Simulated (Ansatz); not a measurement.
Cs: structures and their energies

21 relaxations of Cs ended in 5 distinct structures. These are r2SCAN (plane waves to 500 eV, PAW, scalar-relativistic; Ansatz, a quantum-chemistry and plane-wave program) values and carry that method's errors.

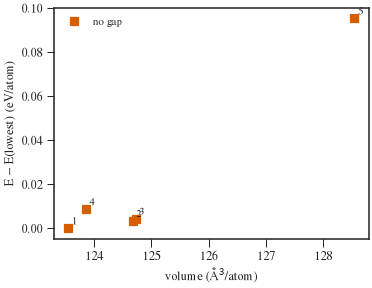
Figure: Energy against volume of the distinct structures, numbered as in the table

| # | space group | Pearson | type | E − E(lowest) (eV/atom) | V (Å³/atom) | coordination | runs ending here |
|---|---|---|---|---|---|---|---|
| 1 | Im-3m | cI2 | bcc (W type) | 0.00 | 123.55 | Cs 8 (cubic) | 12 |
| 2 | P6₃/mmc | hP4 | – | 0.00 | 124.68 | – | 2 |
| 3 | Fm-3m | cF4 | fcc (Cu type) | 0.00 | 124.73 | Cs 12 (cuboctahedral) | 5 |
| 4 | Fddd | oF8 | AFLOW prototype A_oF8_70_a | 0.01 | 123.86 | – | 1 |
| 5 | Pm-3m | cP1 | simple cubic type | 0.10 | 128.54 | Cs 6 (octahedral) | 1 |

Coordination numbers (neighbours up to the widest gap in distance over summed covalent radii, below 1.35; n+m marks a second, longer set). All are gapless at this level. Im-3m, cI2, bcc (W type) is the lowest among the structures calculated here, level within the accuracy with P6₃/mmc, hP4; Fm-3m, cF4, fcc (Cu type); Fddd, oF8, AFLOW prototype A_oF8_70_a.

```cif
data_Cs2
_chemical_formula_sum 'Cs2'
_space_group_name_H-M_alt 'Im-3m'
_space_group_IT_number 229
_space_group_name_Hall '-I 4 2 3'
_cell_length_a 6.27522
_cell_length_b 6.27522
_cell_length_c 6.27522
_cell_angle_alpha 90.000
_cell_angle_beta 90.000
_cell_angle_gamma 90.000
loop_
_atom_site_label
_atom_site_type_symbol
_atom_site_symmetry_multiplicity
_atom_site_Wyckoff_symbol
_atom_site_fract_x
_atom_site_fract_y
_atom_site_fract_z
_atom_site_occupancy
Cs1 Cs 2 a 0.00000 0.00000 0.00000 1
```
(The calculation used a cell of 1 atom; values per cell refer to that cell.)

Probably no minimum, since a slightly shaken restart fell lower: Pm-3m, cP1, simple cubic type (by 0.10 eV/atom, to I4/mmm). Each run could gain symmetry but not lose that of its start, so entries can be saddle points. From databases, or of a type measured for this composition: Im-3m, cI2, bcc (W type); Fm-3m, cF4, fcc (Cu type); the others are generated cells (placed on structure types, drawn at random, substituted or restacked) that were not matched to a known phase here. Static energies at zero pressure. No spin polarisation in the result.
